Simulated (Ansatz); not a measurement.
The crystal is SnSe2 (1T monolayer).

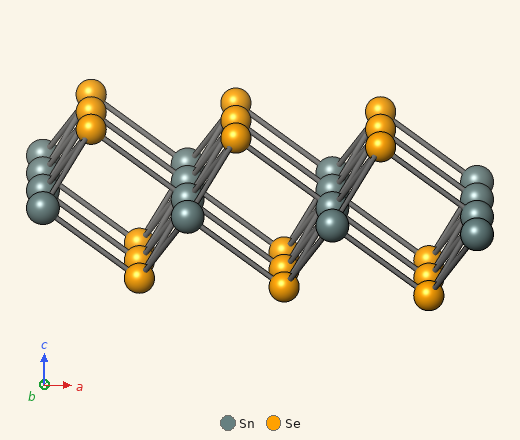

The structure (tin teal, selenium orange). 3×3×1 cells are drawn. Some periodic images of atoms are drawn too.

The cell holds 3 atoms: 1 Sn and 2 Se. Its edges and angles: a = 3.773 Å, b = 3.773 Å, c = 29.600 Å, α = 90.0°, β = 90.0°, γ = 120.0°. Vacuum lies along c.

```xyz
3
Lattice="3.7735 0.0000 0.0000 -1.8867 3.2679 0.0000 0.0000 0.0000 29.6000" Properties=species:S:1:pos:R:3
Sn    0.0000    0.0000   14.8000
Se    0.0000    2.1786   16.3910
Se    1.8867    1.0893   13.2090
```

The structure was relaxed with PBEsol-D3(BJ). The runs that relaxed it are not among those shown.

Gaps computed with Ansatz 0.2.0 without a self-energy: PBEsol 0.72 eV and HSE06 1.43 eV.

Q: Estimate the G0W0@PBEsol gap with 6×6×1 mesh, 538 empty bands, screening to 75 eV, PAW set soft_1 files.

About 1.70 eV: on its mesh the run moves the gap from 0.74 eV by +0.98 eV, and the mesh misses the edges by 0.02 eV. Among the scalar-relativistic levels given, HSE06 is nearest (−0.27 eV). Bands and cutoff are finite, so the gap is not at the basis limit. The miss can reach some tenths of an eV and take either sign; the mesh is an error of its own. The mesh in the plane is coarse for a sheet; gap and any exciton binding can still move on denser ones. The many-body steps are scalar-relativistic: spin-orbit coupling is not in them.

[Paths, hosts, dates, memory and timing lines, banners, echoed tables and standing remarks are left out of the program output.]

[Logs are printed without paths, hosts, clocks, repeated set-up lines and the standing remarks that a program may print on its own settings, such as how far it seeks lower states.]

[Runs of the session that timed out or met a known fault of the program may be left out.]

[Cells called generated may have been cut or substituted from an entry of the Crystallography Open Database or the Materials Project.]

[Hosts, paths, dates, database ids (printed as entryN), source tags and the programs' standing remarks are cut or masked in the printed files.]
